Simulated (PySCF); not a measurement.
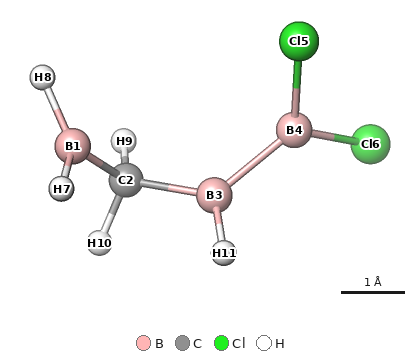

Figure 1. The structure (ball-and-stick view, seen at an oblique angle; atoms are numbered from 1 in the order of the input). Bond lengths as drawn: B–B 1.68 Å, B–C 1.56 Å, B–Cl 1.75 to 1.76 Å, B–H 1.21 Å and C–H 1.10 to 1.11 Å.

## NMR shielding calculation, with input and output: CH5B3Cl2

The run: NMR shielding calculation of CH5B3Cl2, SMILES BCBB(Cl)Cl. Method and program: GIAO PBE0/pcSseg-1 NMR shielding, non-relativistic, gas phase (PySCF 2.14.0).

The geometry comes from this level: PBE0-D3(BJ)/def2-SVP. It belongs to a series of runs on one base structure; here: H on B replaced by BCl2. Figures and captions count atoms from 1; the log counts them from 0 in places.

**Log**
```
coarse grid: 10696 points
cycle   1  E = -1035.5230848377  dE =  4.070e-01  |g| = 3.514e-01  |ddm| = 2.891e+00
cycle   2  E = -1035.5142545754  dE =  8.830e-03  |g| = 4.087e-01  |ddm| = 6.509e-01
cycle   3  E = -1035.5576591890  dE = -4.340e-02  |g| = 4.037e-02  |ddm| = 3.745e-01
cycle   4  E = -1035.5580572908  dE = -3.981e-04  |g| = 1.943e-02  |ddm| = 6.639e-02
cycle   5  E = -1035.5581655342  dE = -1.082e-04  |g| = 4.857e-03  |ddm| = 2.355e-02
cycle   6  E = -1035.5581718335  dE = -6.299e-06  |g| = 1.370e-03  |ddm| = 6.624e-03
final grid: 95184 points
cycle   7  E = -1035.5869878153  dE = -3.003e-05  |g| = 6.537e-03  |ddm| = 1.978e-02
cycle   8  E = -1035.5869835851  dE =  4.230e-06  |g| = 7.482e-03  |ddm| = 1.154e-02
cycle   9  E = -1035.5869986134  dE = -1.503e-05  |g| = 6.525e-04  |ddm| = 6.531e-03
cycle  10  E = -1035.5869986818  dE = -6.840e-08  |g| = 1.463e-04  |ddm| = 6.908e-04
cycle  11  E = -1035.5869986871  dE = -5.324e-09  |g| = 4.463e-05  |ddm| = 1.853e-04
cycle  12  E = -1035.5869986877  dE = -5.953e-10  |g| = 1.237e-05  |ddm| = 5.496e-05
```

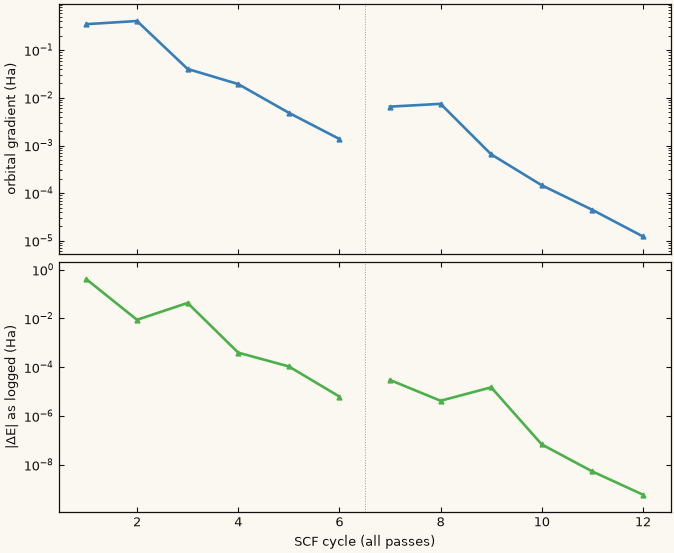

Figure 2. Convergence of the self-consistent field: orbital gradient and size of the energy change against the SCF cycle. The dotted line marks the change from a coarse to the final integration grid. The first 6 cycles use a coarse grid, the final grid takes over at cycle 7, and the field converges after 12 cycles in all.

```
converged SCF energy = -1035.5869986877

GIAO shielding tensors (ppm)
atom      isotropic    diamagn.    paramagn.     s11        s22        s33       span
  0 B       16.210     193.819    -177.609    -55.729    -27.951    132.311    188.040
  1 C      122.755     255.917    -133.163     34.176    135.343    198.746    164.570
  2 B       15.215     191.745    -176.531    -60.789    -18.863    125.296    186.085
  3 B       25.318     194.316    -168.998    -51.047     27.559     99.442    150.489
  4 Cl     651.737    1147.484    -495.747    306.115    667.973    981.124    675.010
  5 Cl     639.290    1146.369    -507.079    294.413    667.796    955.662    661.249
  6 H       23.503      29.665      -6.162     16.704     26.320     27.487     10.783
  7 H       23.586      29.309      -5.723     16.901     26.088     27.769     10.868
  8 H       27.121      31.327      -4.206     25.466     27.010     28.887      3.421
  9 H       27.559      30.166      -2.607     24.531     26.685     31.460      6.929
 10 H       22.890      28.250      -5.361     15.967     25.545     27.158     11.191
```

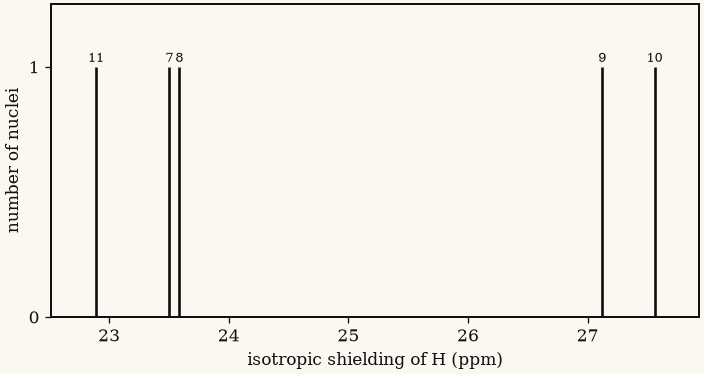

Figure 3. Isotropic shieldings of the hydrogen nuclei in this fixed geometry, labelled by atom number; shielding grows to the right, so chemical shift grows to the left. The least shielded is H11 (22.9 ppm), the most shielded H10 (27.6 ppm).

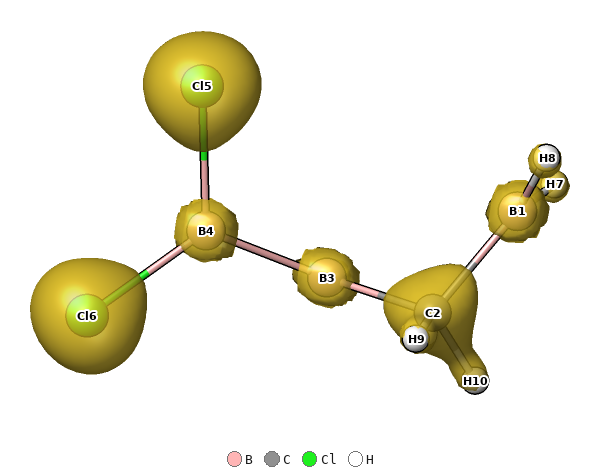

Figure 4. Isosurface of the total electron density at 1.5 e/Å³ (yellow), seen at a tilt. At this value the surface falls into nine separate pieces. It is pinched off along the C–B (1.56 Å), B–B (1.68 Å) and B–Cl (1.75 Å) contacts. On the grid the lowest density along these lines, outside the cores, is 1.2 e/Å³ (C–B, 1.56 Å), 1.1 e/Å³ (B–B, 1.68 Å), 1 e/Å³ (B–Cl, 1.75 Å) and 1.8 e/Å³ (C–H, 1.10 Å).

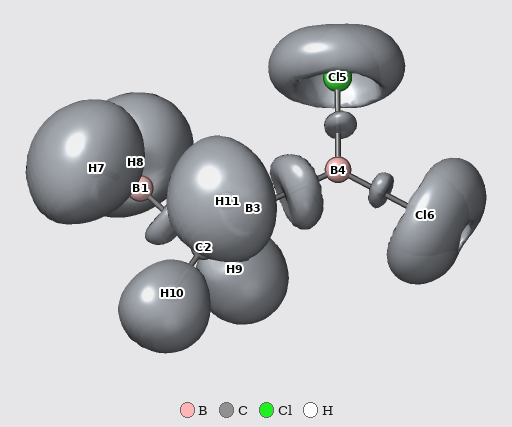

Figure 5. Isosurface of the electron localisation function at 0.85 (grey), seen at an oblique angle. Only the valence region is drawn (cores and ρ < 0.01 e/Å³ removed).

This output came from the following input.

**Input**
```
{"job": {"kind": "nmr", "xc": "PBE0", "basis": "pcSseg-1"}, "charge": 0, "multiplicity": 1}
B     -0.751807    -0.165648     0.571816
C      0.024464     0.547687    -0.578928
B      1.403407    -0.174366    -0.656724
B      2.808892     0.497471    -0.024463
Cl     3.074688     0.292554     1.703431
Cl     3.990838     1.378957    -0.965804
H     -1.013612    -1.343497     0.485994
H     -1.094448     0.438678     1.561061
H      0.060573     1.639513    -0.476293
H     -0.529866     0.227042    -1.484957
H      1.440015    -1.305575    -1.094085
```

The first line tells a small driver script what to run in PySCF; the rest is the geometry in Å.

Run as:
```bash
OMP_NUM_THREADS=1 python <driver script> task.json out
```

**Key numbers**

```csv
quantity,value
outcome,converged
total energy,−1035.586999 hartree
HOMO,−8.31 eV
LUMO,−2.34 eV
dipole moment,1.49 D
"isotropic shielding, B",15.2 to 25.3 ppm
"isotropic shielding, C",122.8 ppm
"isotropic shielding, Cl",639.3 to 651.7 ppm
"isotropic shielding, H",22.9 to 27.6 ppm
hardware,"1 CPU thread, shared host"
wall time,16 s
peak memory,0.75 GiB
```
